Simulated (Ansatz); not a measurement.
## Electronic structure of C2H7BOSi in real space

The calculation's input:

```
crystal:
  periodic: [false, false, false]
  atoms:
    - { symbol: O, position_ang: [-1.4783, 0.2312, 1.1404] }
    - { symbol: C, position_ang: [-0.1719, 0.2522, 0.7865] }
    - { symbol: C, position_ang: [0.2343, -1.1271, 0.318] }
    - { symbol: B, position_ang: [0.7065, -0.8318, -1.2232] }
    - { symbol: Si, position_ang: [0.1216, 0.9994, -0.8736] }
    - { symbol: H, position_ang: [-1.7048, 1.1977, 1.4918] }
    - { symbol: H, position_ang: [0.5136, 0.6719, 1.5907] }
    - { symbol: H, position_ang: [-0.5115, -1.8615, 0.4015] }
    - { symbol: H, position_ang: [1.1715, -1.4553, 0.9268] }
    - { symbol: H, position_ang: [1.0334, -1.4653, -2.1158] }
    - { symbol: H, position_ang: [-1.1229, 1.3993, -1.5346] }
    - { symbol: H, position_ang: [1.2855, 1.9341, -0.8743] }
basis:
  gaussian: { orbitals: def2-SVP }
hamiltonian:
  xc: pbe
  dispersion: d4
relax:
  f_tol: 0.02
  max_steps: 50
output:
  orbitals: {}
```

Launched as:

```sh
ansatz run input.yaml --threads 2 --pin off --max-ram 3072MiB --backend cpu --events-out ev --progress --plain --runs-dir out
```

The fields are those of the relaxed geometry.

All numbers below come from RKS PBE-D4/def2-SVP in Ansatz.

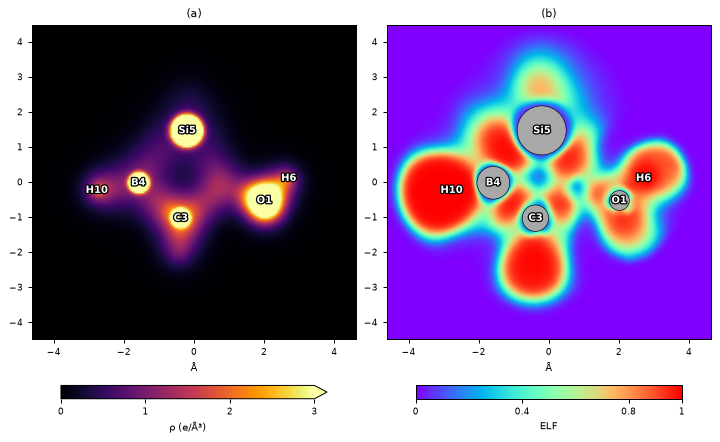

Figure 1. (a) electron density; (b) electron localisation function on the plane of atoms Si5, B4 and H10. Grey discs cover the atomic cores in the ELF map.

> Describe what can be read from this map.

- The section cuts through O, C, B, Si and H sites.
- C–B (1.57 Å): ρ is about 1.4 e/Å³ halfway; the ELF peaks at about 0.95 between the atoms (a shared electron pair).
- Si–B (2.03 Å): ρ is about 0.73 e/Å³ halfway; the ELF peaks at about 0.95 between the atoms (a covalent bond).
- O–H (0.97 Å): ρ is about 3.6 e/Å³ halfway; the ELF climbs to about 1 towards the hydrogen, as it does in any bond to H (a covalent bond by its length).
- The ELF also peaks beside O1, away from the bonds: lone-pair regions.

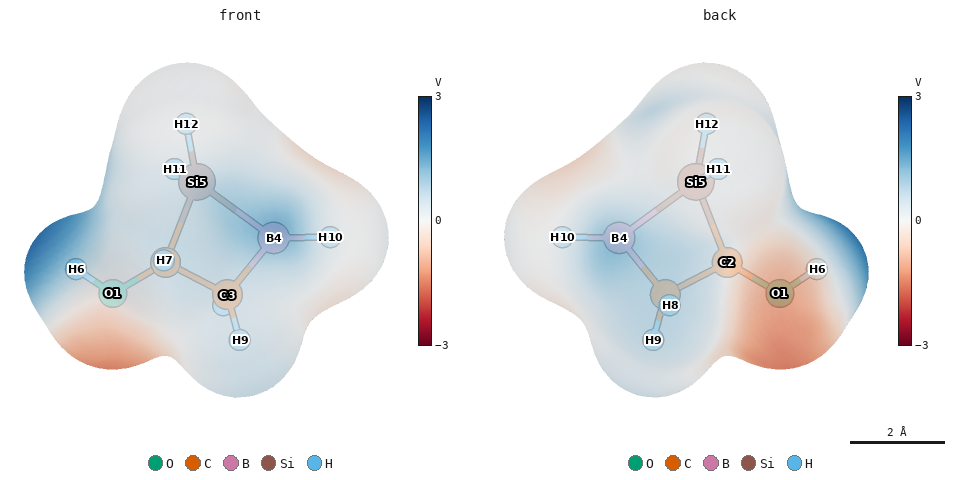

Figure 2. The molecular electrostatic potential painted on the density surface at 0.002 e/bohr³, seen from the front and from behind; the colour scale runs from red (negative) to blue (positive).

> Describe the electrostatic potential map.

The most negative region (about −1.5 V) lies over O1, the most positive (about +2.2 V) over H6. O1 is the likeliest acceptor of a hydrogen bond.

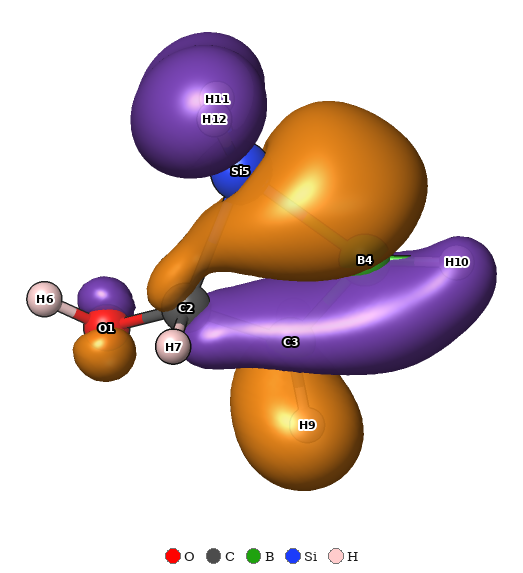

Figure 3. The HOMO−1 at ±0.08 Å⁻³ᐟ² (orange and purple are the two phases), seen at a tilt.

> What is the character of this orbital?

By Hirshfeld shares it lies mainly on Si5 (about 30 %), B4 (about 30 %), C3 (about 15 %) and H12 (about 5 %). Its energy is −6.38 eV.
